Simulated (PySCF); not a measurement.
C4H12N, charge +1, SMILES `C[N+](C)(C)C`.

Level of theory: BP86/6-31+G* (PySCF), at a geometry from GFN2-xTB. No frequency check shows the geometry to be a minimum.

Input script:

```python
import numpy as np
from pyscf import gto, scf, dft
from pyscf.scf import atom_ks, atom_hf
from scipy.linalg import block_diag

def solve(mol, dm0=None, hcore=None):
    mf = (dft.UKS if mol.spin else dft.RKS)(mol, xc='bp86')
    mf.grids.level = 3
    mf = mf.density_fit(auxbasis='def2-universal-jkfit')
    mf.conv_tol, mf.max_cycle = 1e-8, 80
    if hcore is not None:
        mf.get_hcore = lambda *args: hcore
    mf.kernel(dm0)
    if not mf.converged:
        mf = mf.newton().run(mf.mo_coeff, mf.mo_occ, max_cycle=30)
    assert mf.converged, 'SCF not converged'
    return mf

mol = gto.M(atom='''
C     -1.24699    -0.77961    -0.10497
N     -0.00071     0.00015     0.00001
C     -0.32487     1.41312     0.26677
C      0.75081    -0.10156    -1.26429
C      0.82118    -0.53209     1.10204
H     -1.86437    -0.39802    -0.91614
H     -1.02234    -1.82676    -0.30033
H     -1.81251    -0.71363     0.82389
H     -0.87974     1.50402     1.19877
H      0.58740     2.00202     0.34494
H     -0.93136     1.82020    -0.54116
H      0.99839    -1.14173    -1.47334
H      0.15676     0.28735    -2.08929
H      1.67585     0.46892    -1.20107
H      1.06873    -1.57414     0.92221
H      0.28016    -0.46350     2.04404
H      1.74723     0.03503     1.19012
''', basis='6-31+g*', charge=1, spin=0, verbose=4)
mf = solve(mol)
out = dict(e0=mf.e_tot, dm0=mf.make_rdm1(), c=mf.mo_coeff, occ=mf.mo_occ, eps=mf.mo_energy)
for name, dq, spin in [('cation', 1, 1), ('anion', -1, 1)]:
    ion = mol.copy().set(charge=mol.charge + dq, spin=spin).build()
    mi = solve(ion)
    if spin and dq > 0 and mol.nao < 130:
        c, _, stable, _ = mi.stability(return_status=True)
        if not stable:
            mi = solve(ion, mi.make_rdm1(c, mi.mo_occ))
    print(name, 'vertical energy change / eV', (mi.e_tot - mf.e_tot) * 27.211386)
    out.update({'e_' + name: mi.e_tot, 'dm_' + name: mi.make_rdm1(), 's2_' + name: mi.spin_square()[0], 'eps_' + name: mi.mo_energy, 'occ_' + name: mi.mo_occ})
# spherically averaged free atoms, for the promolecule
atm = atom_ks.get_atm_nrks(mol, xc='bp86')
pro = block_diag(*[(atm[a[0]][2] * atm[a[0]][3]) @ atm[a[0]][2].T for a in mol._atom])
np.savez('result.npz', pro=pro, **out)
```

Run with:

```sh
OMP_NUM_THREADS=1 python input.py
```

The run took 8.6 min on 1 thread of Intel(R) Xeon(R) Platinum 8488C (Sapphire Rapids) (shared host), peak memory 0.68 GiB.

Partitions, critical points and surface values were worked out afterwards from this run's density.

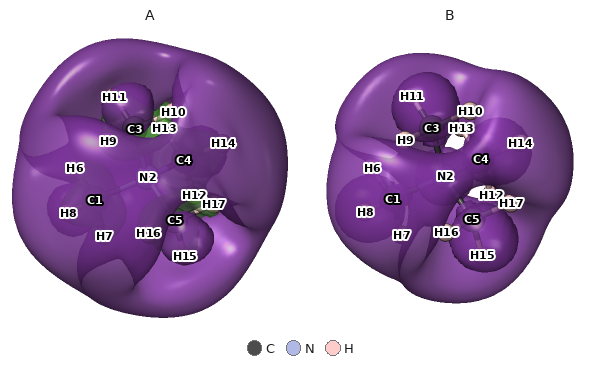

The Fukui function f⁺ from two separate SCF calculations and the density of the LUMO, at ±0.004 e/Å³ (purple positive, green negative).

**Which panel is which, and how good is the frozen-orbital picture?**

A is f⁺ (it has negative regions), B the LUMO density. The LUMO lies on C1, C3, C4 and C5 (10 % each); f⁺ (Hirshfeld-condensed) is largest on C1, C3, C4 and C5 (0.08 each) and H6, H7, H8, H9, H10, H11, H12, H13, H14, H15, H16 and H17 (0.06 each); the vertical electron affinity is 2.88 eV (the stability of the neutral species's solution wasn't checked). Relaxation shifts 12 % of the electron between atoms. The orbital energy is −4.65 eV.
